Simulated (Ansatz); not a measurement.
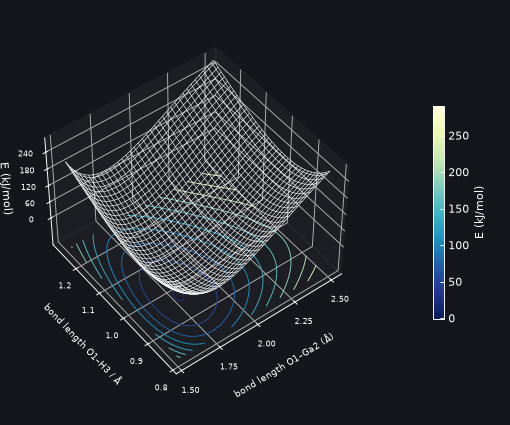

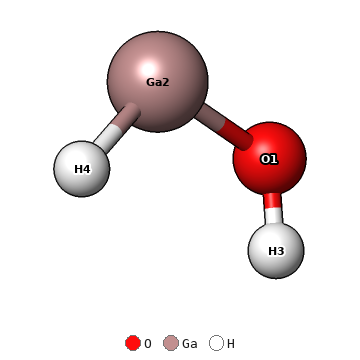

Energy landscape of GaH₂O, SMILES [OH][GaH], spin multiplicity 2. The first coordinate is: bond length O1–Ga2; the second: bond length O1–H3. Nothing is relaxed (all other coordinates rigid). Grid: 15 × 15 points. All energies are given in kJ/mol relative to the lowest grid point. Level of theory: UKS SPW92 (LDA)/def2-TZVP in Ansatz.

Drawn: a relief with its contours projected below. Between grid points the surface is interpolated. The second picture is the structure at the lowest point.

Summarise what can be read from the map.

Answer. The lowest grid point is at bond length O1–Ga2 = 1.812 Å, bond length O1–H3 = 0.979 Å. It is the only kind of minimum in the scanned range. The highest grid point, bond length O1–Ga2 = 2.501 Å, bond length O1–H3 = 1.267 Å, lies 290 kJ/mol above the lowest. Round the minimum the two coordinates are nearly uncoupled.

Grid values (kJ/mol):

| bond length O1–H3 ↓, bond length O1–Ga2 → | 1.536 | 1.605 | 1.674 | 1.743 | 1.812 | 1.881 | 1.950 | 2.018 | 2.087 | 2.156 | 2.225 | 2.294 | 2.363 | 2.432 | 2.501 |
| --- | --- | --- | --- | --- | --- | --- | --- | --- | --- | --- | --- | --- | --- | --- | --- |
| 1.267 | 212 | 155 | 123 | 109 | 108 | 115 | 129 | 146 | 166 | 187 | 209 | 231 | 251 | 271 | 290 |
| 1.235 | 197 | 138 | 106 | 92 | 91 | 98 | 112 | 129 | 149 | 170 | 192 | 214 | 234 | 254 | 273 |
| 1.203 | 181 | 122 | 90 | 76 | 74 | 82 | 95 | 113 | 133 | 154 | 176 | 197 | 218 | 238 | 257 |
| 1.171 | 166 | 107 | 74 | 60 | 58 | 66 | 80 | 97 | 117 | 138 | 160 | 182 | 202 | 223 | 241 |
| 1.139 | 152 | 93 | 60 | 45 | 44 | 51 | 65 | 82 | 102 | 124 | 145 | 167 | 188 | 208 | 227 |
| 1.107 | 139 | 79 | 46 | 32 | 30 | 38 | 51 | 69 | 89 | 110 | 132 | 154 | 175 | 195 | 214 |
| 1.075 | 128 | 68 | 35 | 20 | 19 | 26 | 40 | 57 | 77 | 99 | 121 | 142 | 163 | 184 | 203 |
| 1.043 | 119 | 59 | 25 | 11 | 9 | 17 | 30 | 48 | 68 | 90 | 111 | 133 | 154 | 175 | 194 |
| 1.011 | 112 | 52 | 19 | 4 | 3 | 10 | 24 | 42 | 62 | 83 | 105 | 127 | 148 | 169 | 188 |
| 0.979 | 110 | 50 | 16 | 2 | 0 | 8 | 21 | 39 | 59 | 81 | 103 | 125 | 146 | 166 | 185 |
| 0.947 | 112 | 52 | 18 | 3 | 2 | 10 | 23 | 41 | 61 | 83 | 105 | 127 | 148 | 169 | 188 |
| 0.915 | 119 | 59 | 26 | 11 | 10 | 17 | 31 | 49 | 69 | 91 | 113 | 135 | 156 | 177 | 196 |
| 0.883 | 134 | 74 | 40 | 26 | 24 | 32 | 46 | 64 | 84 | 106 | 128 | 150 | 171 | 192 | 211 |
| 0.851 | 158 | 98 | 64 | 49 | 48 | 56 | 70 | 87 | 108 | 130 | 152 | 174 | 195 | 216 | 235 |
| 0.819 | 192 | 132 | 98 | 84 | 82 | 90 | 104 | 122 | 142 | 164 | 186 | 209 | 230 | 251 | 270 |

Time for the 225 points that were run: 6 min on 1 thread of Arm Neoverse V1, on a shared host.
